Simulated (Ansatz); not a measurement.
Take Al$_{2}$O$_{3}$ in the corundum structure (space group R-3c, No. 167; a = 4.774 Å, c = 13.015 Å (hexagonal axes)) as the base. Axes: x lies along a and z along c of the hexagonal cell.

Structures relaxed with PBEsol (Ansatz, a first-principles code, PAW, no spin-orbit coupling).

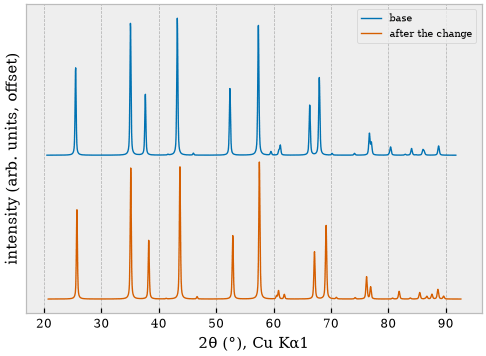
*Simulated powder patterns before (top) and after one change*

Q: What was done to the base?
(A) biaxial strain −3.00 %, plane normal [001], relaxed out of plane
(B) biaxial strain −2.25 %, plane normal [001], relaxed out of plane
(C) biaxial strain −1.50 %, plane normal [001], relaxed out of plane
(D) biaxial strain −0.75 %, plane normal [001], relaxed out of plane

A: C, biaxial strain −1.50 %, plane normal [001], relaxed out of plane. Its volume per atom is 8.37 Å³ against 8.56 Å³, and its space group is R-3c (No. 167).

Stability against distortions was not tested.
